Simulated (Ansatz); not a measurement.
# CH8GaN (built from SMILES C[NH][GaH2].[H][H]): search for a transition state, part 2 of 2

Ansatz 0.2.0, Gaussian basis; PBE0-D4.

### 8 Relaxing after a step of 0.30 Å the other way along the mode

downb/in.yaml

```yaml
crystal:
  periodic: [false, false, false]
  atoms:
    - {symbol: Ga, position_ang: [-0.726688, 1.269922, -0.289862]}
    - {symbol: N, position_ang: [0.467291, 0.036300, 0.494281]}
    - {symbol: C, position_ang: [0.122998, -1.346907, 0.645342]}
    - {symbol: H, position_ang: [-2.050662, 0.678992, -0.902259]}
    - {symbol: H, position_ang: [-0.416138, 2.799782, -0.068180]}
    - {symbol: H, position_ang: [0.783942, 0.548686, -1.252198]}
    - {symbol: H, position_ang: [0.614176, 0.849043, -1.793865]}
    - {symbol: H, position_ang: [1.137731, 0.378184, 1.151643]}
    - {symbol: H, position_ang: [1.006136, -1.982673, 0.776756]}
    - {symbol: H, position_ang: [-0.548592, -1.514087, 1.492390]}
    - {symbol: H, position_ang: [-0.390295, -1.717341, -0.253849]}
basis:
  gaussian: {orbitals: def2-TZVP}
hamiltonian: {xc: pbe0, dispersion: d4}
relax: {f_tol: 0.005, max_steps: 200}
```

Command:

```bash
> ansatz run in.yaml --threads 4 --pin off --events-out ev --progress --plain --max-ram 9574MiB
```

The log of the run:

```text
Functional definition: PBE0
  name "PBE0"
  cite "Adamo & Barone, J. Chem. Phys. 110, 6158 (1999) doi:10.1063/1.478522"
  cite "Perdew, Burke & Ernzerhof, Phys. Rev. Lett. 77, 3865 (1996) doi:10.1103/PhysRevLett.77.3865"
  parent pbe
  parameter a = 0.25
  parameter kappa = 0.804
  parameter beta = 0.06672455060314922
  exchange = (1 - a)*pbe_x(kappa = kappa, mu = beta*pi^2/3) + a*exact_x
  correlation = pbe_c(beta = beta)
1100 factors; their error is unknown
mean field evaluation 1: about -55015.7886 eV, gradient 6.6e1 eV
mean field evaluation 2: about -54979.7162 eV, gradient 1.3e2 eV
mean field evaluation 4: about -55024.1805 eV, gradient 8.8e0 eV
mean field evaluation 8: about -55024.3164 eV, gradient 1.8e-1 eV
mean field evaluation 16: about -55024.4977 eV, gradient 8.5e-5 eV
mean field -55024.49771135 eV, -2022.1129939479 hartree, gradient 4.3e-5 eV, S^2 0.000000; 0 other end points of the search recorded, 0 dependent functions left out
the calculation of the forces begins
reference -55024.49774571 eV, -2022.1129952107 hartree; 26, 26 occupied and 132, 132 virtual orbitals, 1100 factors
relax step   1: F+E_penalty+E_count = -55024.65754951 eV  Δ(F+E_penalty+E_count) = +0.000e0 eV  max|allowed force component| = 6.047e0 eV/Å  Δτ_max = 0.0000 Å  (28 SCF iters, accepted)
these checks for a lower state are left out or cut short: starts, cluster_reference, orbital_swaps, neighbouring_geometries, increment
1100 factors; their error is unknown
mean field -55025.11726600 eV, -2022.1357621614 hartree, gradient 1.6e-5 eV, S^2 0.000000; 0 other end points of the search recorded, 0 dependent functions left out
the calculation of the forces begins
reference -55025.11730054 eV, -2022.1357634306 hartree; 26, 26 occupied and 132, 132 virtual orbitals, 1100 factors
relax step   2: F+E_penalty+E_count = -55025.27608170 eV  Δ(F+E_penalty+E_count) = -6.185e-1 eV  max|allowed force component| = 1.093e0 eV/Å  Δτ_max = 0.1945 Å  (30 SCF iters, accepted)
these checks for a lower state are left out or cut short: starts, cluster_reference, orbital_swaps, neighbouring_geometries, increment
1100 factors; their error is unknown
mean field evaluation 32: about -55025.3122 eV, gradient 1.6e-5 eV
mean field -55025.31216300 eV, -2022.1429244941 hartree, gradient 1.6e-5 eV, S^2 0.000000; 0 other end points of the search recorded, 0 dependent functions left out
the calculation of the forces begins
reference -55025.31219768 eV, -2022.1429257685 hartree; 26, 26 occupied and 132, 132 virtual orbitals, 1100 factors
relax step   3: F+E_penalty+E_count = -55025.46970080 eV  Δ(F+E_penalty+E_count) = -1.936e-1 eV  max|allowed force component| = 5.326e-1 eV/Å  Δτ_max = 0.1949 Å  (30 SCF iters, accepted)
[... from here on, the SCF cycles and remarks between the steps are left out ...]
relax step   4: F+E_penalty+E_count = -55025.56885122 eV  Δ(F+E_penalty+E_count) = -9.915e-2 eV  max|allowed force component| = 4.567e-1 eV/Å  Δτ_max = 0.2000 Å  (28 SCF iters, accepted)
relax step   5: F+E_penalty+E_count = -55025.61554703 eV  Δ(F+E_penalty+E_count) = -4.670e-2 eV  max|allowed force component| = 2.213e-1 eV/Å  Δτ_max = 0.2000 Å  (30 SCF iters, accepted)
relax step   6: F+E_penalty+E_count = -55025.64347071 eV  Δ(F+E_penalty+E_count) = -2.792e-2 eV  max|allowed force component| = 1.249e-1 eV/Å  Δτ_max = 0.1926 Å  (31 SCF iters, accepted)
relax step   7: F+E_penalty+E_count = -55025.65445274 eV  Δ(F+E_penalty+E_count) = -1.098e-2 eV  max|allowed force component| = 6.651e-2 eV/Å  Δτ_max = 0.1681 Å  (28 SCF iters, accepted)
relax step   8: F+E_penalty+E_count = -55025.65755998 eV  Δ(F+E_penalty+E_count) = -3.107e-3 eV  max|allowed force component| = 8.142e-2 eV/Å  Δτ_max = 0.1368 Å  (31 SCF iters, accepted)
relax step   9: F+E_penalty+E_count = -55025.65931118 eV  Δ(F+E_penalty+E_count) = -1.751e-3 eV  max|allowed force component| = 2.257e-2 eV/Å  Δτ_max = 0.0486 Å  (32 SCF iters, accepted)
relax step  10: F+E_penalty+E_count = -55025.65944389 eV  Δ(F+E_penalty+E_count) = -1.327e-4 eV  max|allowed force component| = 6.772e-3 eV/Å  Δτ_max = 0.0123 Å  (32 SCF iters, accepted)
relax step  11: F+E_penalty+E_count = -55025.65946096 eV  Δ(F+E_penalty+E_count) = -1.707e-5 eV  max|allowed force component| = 4.928e-2 eV/Å  Δτ_max = 0.0211 Å  (32 SCF iters, accepted)
relax step  12: F+E_penalty+E_count = -55025.65945662 eV  Δ(F+E_penalty+E_count) = +4.338e-6 eV  max|allowed force component| = 4.627e-2 eV/Å  Δτ_max = 0.0270 Å  (32 SCF iters, rejected (line search))
relax step  13: F+E_penalty+E_count = -55025.65955523 eV  Δ(F+E_penalty+E_count) = -9.427e-5 eV  max|allowed force component| = 1.108e-2 eV/Å  Δτ_max = 0.0114 Å  (33 SCF iters, accepted)
relax step  14: F+E_penalty+E_count = -55025.65959480 eV  Δ(F+E_penalty+E_count) = -3.957e-5 eV  max|allowed force component| = 1.454e-2 eV/Å  Δτ_max = 0.0149 Å  (33 SCF iters, accepted)
relax step  15: F+E_penalty+E_count = -55025.65944308 eV  Δ(F+E_penalty+E_count) = +1.517e-4 eV  max|allowed force component| = 6.893e-2 eV/Å  Δτ_max = 0.0488 Å  (31 SCF iters, rejected (line search))
relax step  16: F+E_penalty+E_count = -55025.65964229 eV  Δ(F+E_penalty+E_count) = -4.749e-5 eV  max|allowed force component| = 2.358e-2 eV/Å  Δτ_max = 0.0240 Å  (32 SCF iters, accepted)
relax step  17: F+E_penalty+E_count = -55025.65967782 eV  Δ(F+E_penalty+E_count) = -3.554e-5 eV  max|allowed force component| = 3.235e-2 eV/Å  Δτ_max = 0.0222 Å  (33 SCF iters, accepted)
relax step  18: F+E_penalty+E_count = -55025.65970072 eV  Δ(F+E_penalty+E_count) = -2.289e-5 eV  max|allowed force component| = 2.614e-2 eV/Å  Δτ_max = 0.0061 Å  (34 SCF iters, accepted)
relax step  19: F+E_penalty+E_count = -55025.65977891 eV  Δ(F+E_penalty+E_count) = -7.819e-5 eV  max|allowed force component| = 1.243e-2 eV/Å  Δτ_max = 0.0324 Å  (33 SCF iters, accepted)
relax step  20: F+E_penalty+E_count = -55025.65896061 eV  Δ(F+E_penalty+E_count) = +8.183e-4 eV  max|allowed force component| = 2.576e-1 eV/Å  Δτ_max = 0.1439 Å  (30 SCF iters, rejected (line search))
relax step  21: F+E_penalty+E_count = -55025.64713892 eV  Δ(F+E_penalty+E_count) = +1.264e-2 eV  max|allowed force component| = 4.528e-1 eV/Å  Δτ_max = 0.0147 Å  (32 SCF iters, rejected (line search))
relax step  22: F+E_penalty+E_count = -55025.65980077 eV  Δ(F+E_penalty+E_count) = -2.186e-5 eV  max|allowed force component| = 4.082e-3 eV/Å  Δτ_max = 0.0074 Å  (33 SCF iters, accepted)
relax step  23: F+E_penalty+E_count = -55025.65998996 eV  Δ(F+E_penalty+E_count) = -1.892e-4 eV  max|allowed force component| = 7.504e-2 eV/Å  Δτ_max = 0.0977 Å  (32 SCF iters, accepted)
relax step  24: F+E_penalty+E_count = -55025.65997853 eV  Δ(F+E_penalty+E_count) = +1.144e-5 eV  max|allowed force component| = 1.652e-1 eV/Å  Δτ_max = 0.0936 Å  (32 SCF iters, rejected (line search))
relax step  25: F+E_penalty+E_count = -55025.66023632 eV  Δ(F+E_penalty+E_count) = -2.464e-4 eV  max|allowed force component| = 2.460e-2 eV/Å  Δτ_max = 0.0463 Å  (32 SCF iters, accepted)
relax step  26: F+E_penalty+E_count = -55025.65953204 eV  Δ(F+E_penalty+E_count) = +7.043e-4 eV  max|allowed force component| = 8.006e-2 eV/Å  Δτ_max = 0.0719 Å  (32 SCF iters, rejected (line search))
relax step  27: F+E_penalty+E_count = -55025.66046538 eV  Δ(F+E_penalty+E_count) = -2.291e-4 eV  max|allowed force component| = 1.778e-2 eV/Å  Δτ_max = 0.0350 Å  (32 SCF iters, accepted)
relax step  28: F+E_penalty+E_count = -55025.66068467 eV  Δ(F+E_penalty+E_count) = -2.193e-4 eV  max|allowed force component| = 1.337e-2 eV/Å  Δτ_max = 0.0369 Å  (33 SCF iters, accepted)
relax step  29: F+E_penalty+E_count = -55025.66104971 eV  Δ(F+E_penalty+E_count) = -3.650e-4 eV  max|allowed force component| = 3.044e-2 eV/Å  Δτ_max = 0.0558 Å  (32 SCF iters, accepted)
relax step  30: F+E_penalty+E_count = -55025.66166607 eV  Δ(F+E_penalty+E_count) = -6.164e-4 eV  max|allowed force component| = 6.610e-2 eV/Å  Δτ_max = 0.0831 Å  (31 SCF iters, accepted)
relax step  31: F+E_penalty+E_count = -55025.66255958 eV  Δ(F+E_penalty+E_count) = -8.935e-4 eV  max|allowed force component| = 1.571e-1 eV/Å  Δτ_max = 0.1238 Å  (31 SCF iters, accepted)
relax step  32: F+E_penalty+E_count = -55025.66320310 eV  Δ(F+E_penalty+E_count) = -6.435e-4 eV  max|allowed force component| = 2.367e-1 eV/Å  Δτ_max = 0.1164 Å  (31 SCF iters, accepted)
relax step  33: F+E_penalty+E_count = -55025.66414199 eV  Δ(F+E_penalty+E_count) = -9.389e-4 eV  max|allowed force component| = 1.648e-1 eV/Å  Δτ_max = 0.0373 Å  (33 SCF iters, accepted)
relax step  34: F+E_penalty+E_count = -55025.66436825 eV  Δ(F+E_penalty+E_count) = -2.263e-4 eV  max|allowed force component| = 1.686e-1 eV/Å  Δτ_max = 0.0910 Å  (32 SCF iters, accepted)
relax step  35: F+E_penalty+E_count = -55025.66567451 eV  Δ(F+E_penalty+E_count) = -1.306e-3 eV  max|allowed force component| = 2.241e-1 eV/Å  Δτ_max = 0.0845 Å  (32 SCF iters, accepted)
relax step  36: F+E_penalty+E_count = -55025.66644435 eV  Δ(F+E_penalty+E_count) = -7.698e-4 eV  max|allowed force component| = 1.113e-1 eV/Å  Δτ_max = 0.0191 Å  (33 SCF iters, accepted)
relax step  37: F+E_penalty+E_count = -55025.66712510 eV  Δ(F+E_penalty+E_count) = -6.807e-4 eV  max|allowed force component| = 2.113e-2 eV/Å  Δτ_max = 0.0654 Å  (31 SCF iters, accepted)
relax step  38: F+E_penalty+E_count = -55025.66748770 eV  Δ(F+E_penalty+E_count) = -3.626e-4 eV  max|allowed force component| = 3.184e-2 eV/Å  Δτ_max = 0.0794 Å  (32 SCF iters, accepted)
relax step  39: F+E_penalty+E_count = -55025.66765618 eV  Δ(F+E_penalty+E_count) = -1.685e-4 eV  max|allowed force component| = 6.596e-2 eV/Å  Δτ_max = 0.0658 Å  (32 SCF iters, accepted)
relax step  40: F+E_penalty+E_count = -55025.66782875 eV  Δ(F+E_penalty+E_count) = -1.726e-4 eV  max|allowed force component| = 4.344e-2 eV/Å  Δτ_max = 0.0097 Å  (33 SCF iters, accepted)
relax step  41: F+E_penalty+E_count = -55025.66818932 eV  Δ(F+E_penalty+E_count) = -3.606e-4 eV  max|allowed force component| = 2.390e-2 eV/Å  Δτ_max = 0.0543 Å  (32 SCF iters, accepted)
relax step  42: F+E_penalty+E_count = -55025.66185665 eV  Δ(F+E_penalty+E_count) = +6.333e-3 eV  max|allowed force component| = 2.829e-1 eV/Å  Δτ_max = 0.1956 Å  (29 SCF iters, rejected (line search))
relax step  43: F+E_penalty+E_count = -55025.66824093 eV  Δ(F+E_penalty+E_count) = -5.161e-5 eV  max|allowed force component| = 3.149e-2 eV/Å  Δτ_max = 0.0162 Å  (33 SCF iters, accepted)
relax step  44: F+E_penalty+E_count = -55025.66859928 eV  Δ(F+E_penalty+E_count) = -3.584e-4 eV  max|allowed force component| = 4.788e-3 eV/Å  Δτ_max = 0.0221 Å  (32 SCF iters, accepted)
relax step  45: F+E_penalty+E_count = -55025.66896396 eV  Δ(F+E_penalty+E_count) = -3.647e-4 eV  max|allowed force component| = 6.296e-2 eV/Å  Δτ_max = 0.0970 Å  (30 SCF iters, accepted)
relax step  46: F+E_penalty+E_count = -55025.66916933 eV  Δ(F+E_penalty+E_count) = -2.054e-4 eV  max|allowed force component| = 4.251e-2 eV/Å  Δτ_max = 0.0034 Å  (33 SCF iters, accepted)
relax step  47: F+E_penalty+E_count = -55025.66938316 eV  Δ(F+E_penalty+E_count) = -2.138e-4 eV  max|allowed force component| = 1.248e-2 eV/Å  Δτ_max = 0.0210 Å  (33 SCF iters, accepted)
relax step  48: F+E_penalty+E_count = -55025.66966778 eV  Δ(F+E_penalty+E_count) = -2.846e-4 eV  max|allowed force component| = 2.047e-2 eV/Å  Δτ_max = 0.0581 Å  (31 SCF iters, accepted)
relax step  49: F+E_penalty+E_count = -55025.66437650 eV  Δ(F+E_penalty+E_count) = +5.291e-3 eV  max|allowed force component| = 2.795e-1 eV/Å  Δτ_max = 0.1980 Å  (30 SCF iters, rejected (line search))
relax step  50: F+E_penalty+E_count = -55025.64309450 eV  Δ(F+E_penalty+E_count) = +2.657e-2 eV  max|allowed force component| = 9.416e-1 eV/Å  Δτ_max = 0.0357 Å  (32 SCF iters, rejected (line search))
relax step  51: F+E_penalty+E_count = -55025.66976099 eV  Δ(F+E_penalty+E_count) = -9.321e-5 eV  max|allowed force component| = 6.058e-3 eV/Å  Δτ_max = 0.0172 Å  (33 SCF iters, accepted)
relax step  52: F+E_penalty+E_count = -55025.66997021 eV  Δ(F+E_penalty+E_count) = -2.092e-4 eV  max|allowed force component| = 3.355e-2 eV/Å  Δτ_max = 0.0575 Å  (32 SCF iters, accepted)
relax step  53: F+E_penalty+E_count = -55025.66994617 eV  Δ(F+E_penalty+E_count) = +2.403e-5 eV  max|allowed force component| = 5.325e-2 eV/Å  Δτ_max = 0.0722 Å  (31 SCF iters, rejected (line search))
relax step  54: F+E_penalty+E_count = -55025.67009893 eV  Δ(F+E_penalty+E_count) = -1.287e-4 eV  max|allowed force component| = 1.760e-2 eV/Å  Δτ_max = 0.0355 Å  (32 SCF iters, accepted)
relax step  55: F+E_penalty+E_count = -55025.67011487 eV  Δ(F+E_penalty+E_count) = -1.594e-5 eV  max|allowed force component| = 3.503e-2 eV/Å  Δτ_max = 0.0455 Å  (31 SCF iters, accepted)
relax step  56: F+E_penalty+E_count = -55025.67015694 eV  Δ(F+E_penalty+E_count) = -4.207e-5 eV  max|allowed force component| = 2.295e-2 eV/Å  Δτ_max = 0.0107 Å  (33 SCF iters, accepted)
relax step  57: F+E_penalty+E_count = -55025.67017382 eV  Δ(F+E_penalty+E_count) = -1.688e-5 eV  max|allowed force component| = 9.153e-3 eV/Å  Δτ_max = 0.0049 Å  (33 SCF iters, accepted)
relax step  58: F+E_penalty+E_count = -55025.67019320 eV  Δ(F+E_penalty+E_count) = -1.937e-5 eV  max|allowed force component| = 1.243e-3 eV/Å  Δτ_max = 0.0044 Å  (34 SCF iters, accepted)
these checks for a lower state are left out or cut short: starts, cluster_reference, orbital_swaps, neighbouring_geometries, increment
1100 factors; their error is unknown
mean field -55025.52362841 eV, -2022.1506957046 hartree, gradient 5.3e-6 eV, S^2 0.000000; 0 other end points of the search recorded, 0 dependent functions left out
the calculation of the forces begins
reference -55025.52366410 eV, -2022.1506970161 hartree; 26, 26 occupied and 132, 132 virtual orbitals, 1100 factors
relax step  59: F+E_penalty+E_count = -55025.67020583 eV  Δ(F+E_penalty+E_count) = -1.263e-5 eV  max|allowed force component| = 3.713e-3 eV/Å  Δτ_max = 0.0118 Å  (32 SCF iters, accepted)
1100 factors; their error is unknown
mean field -55025.52362841 eV, -2022.1506957046 hartree, gradient 5.7e-5 eV, S^2 0.000000; 1 other end points of the search recorded, 0 dependent functions left out
the calculation of the forces begins
reference -55025.52366410 eV, -2022.1506970161 hartree; 26, 26 occupied and 132, 132 virtual orbitals, 1100 factors
Total energy: -55025.67024152 eV, -2022.1560836369 hartree
Atom 0 at    -1.216706     1.387437     0.259429 Å, force    -0.000454     0.001759    -0.001043 eV/Å
Atom 1 at     0.100819     0.193342     0.631031 Å, force     0.001219     0.000693     0.001053 eV/Å
Atom 2 at     0.050115    -1.243778     0.507447 Å, force     0.000600    -0.001142    -0.000900 eV/Å
Atom 3 at    -2.551573     0.785499    -0.283588 Å, force    -0.000391    -0.000928     0.000582 eV/Å
Atom 4 at    -0.886067     2.891630     0.511293 Å, force    -0.000005    -0.000339     0.000242 eV/Å
Atom 5 at     1.507474     0.261199    -1.718414 Å, force     0.002818    -0.000762    -0.003713 eV/Å
Atom 6 at     1.943222     0.124496    -2.311249 Å, force    -0.002341     0.000767     0.003666 eV/Å
Atom 7 at     0.977683     0.528075     0.999176 Å, force    -0.001148    -0.001316    -0.000657 eV/Å
Atom 8 at     0.807782    -1.629508    -0.186527 Å, force    -0.001185     0.000169     0.000836 eV/Å
Atom 9 at     0.193019    -1.750701     1.469570 Å, force    -0.000136     0.000219    -0.000554 eV/Å
Atom 10 at    -0.925868    -1.547791     0.122032 Å, force     0.001024     0.000881     0.000489 eV/Å
Dipole moment:     0.132688    -0.107125     0.085326 e Å
```

Wall time 1.9 min (4 threads of Arm Neoverse V1, shared host).

Step by step: (not every step is listed) (the energy doesn't fall at every step)

| step | energy from step 1 (eV) | largest force component (eV/Å) |
| --- | --- | --- |
| 1 | 0.0000 | 6.0468 |
| 2 | -0.6185 | 1.0926 |
| 3 | -0.8122 | 0.5326 |
| 4 | -0.9113 | 0.4567 |
| 5 | -0.9580 | 0.2213 |
| 6 | -0.9859 | 0.1249 |
| 7 | -0.9969 | 0.0665 |
| 8 | -1.0000 | 0.0814 |
| 9 | -1.0018 | 0.0226 |
| 13 | -1.0020 | 0.0111 |
| 17 | -1.0021 | 0.0324 |
| 21 | -0.9896 | 0.4528 |
| 25 | -1.0027 | 0.0246 |
| 29 | -1.0035 | 0.0304 |
| 33 | -1.0066 | 0.1648 |
| 37 | -1.0096 | 0.0211 |
| 41 | -1.0106 | 0.0239 |
| 45 | -1.0114 | 0.0630 |
| 49 | -1.0068 | 0.2795 |
| 53 | -1.0124 | 0.0532 |
| 54 | -1.0125 | 0.0176 |
| 55 | -1.0126 | 0.0350 |
| 56 | -1.0126 | 0.0229 |
| 57 | -1.0126 | 0.0092 |
| 58 | -1.0126 | 0.0012 |
| 59 | -1.0127 | 0.0037 |

Close pairs (by a distance rule), those that changed most:

| bond | before (Å) | after (Å) | change (Å) |
| --- | --- | --- | --- |
| Ga1–H6 | 1.931 | 3.550 | +1.619 |
| H6–H7 | 0.642 | 0.748 | +0.106 |
| Ga1–N2 | 1.887 | 1.817 | -0.071 |
| Ga1–H5 | 1.577 | 1.561 | -0.016 |
| Ga1–H4 | 1.574 | 1.562 | -0.012 |
| N2–C3 | 1.433 | 1.443 | +0.010 |
| N2–H8 | 0.999 | 1.008 | +0.009 |
| C3–H11 | 1.100 | 1.092 | -0.007 |

### 9 The three structures

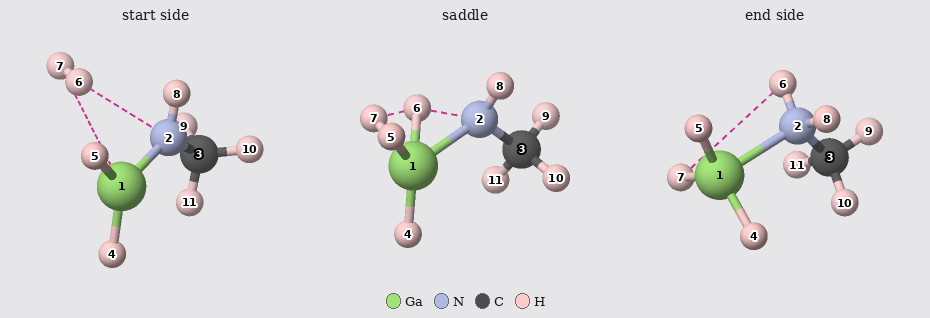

The minimum on the start side, the saddle and the minimum on the end side; broken lines mark the pairs that change.

| pair | start side (Å) | saddle (Å) | end side (Å) |
| --- | --- | --- | --- |
| Ga1–H7 | 4.265 | 1.895 | 1.583 |
| N2–H6 | 2.739 | 1.453 | 1.014 |
| Ga1–N2 | 1.817 | 1.968 | 2.133 |
| H6–H7 | 0.748 | 0.969 | 3.019 |

### 10 What came out

The summary covers parts 1 to 2.

| quantity | value |
| --- | --- |
| imaginary mode | 1258i cm⁻¹ |
| barrier from the start side | 20.2 kcal/mol |
| barrier from the end side | 38.1 kcal/mol |
| energy of the step | -17.9 kcal/mol |
| pairs that change | Ga1–H7 formed, N2–H6 formed, Ga1–N2 loosened, H6–H7 broken |
| zero-point energy at the saddle | 2.217 eV |

The point has a single imaginary mode (1258i cm⁻¹), as a transition state must. The two relaxations end on the structures that were planned. A bond meant to break is only loosened at the end: the products stay bound as an adduct. At PBE0-D4/def2-TZVP the electronic barrier is 20.2 kcal/mol, about 34 kT at 298 K, and the step runs 17.9 kcal/mol downhill. With so stiff a mode tunnelling counts: Wigner's rough correction is a factor of 2.5 at 298 K. A step off the saddle overshot and began above it in energy, so the link to its end is likely but not proven. Lower complexes than these ends may exist.
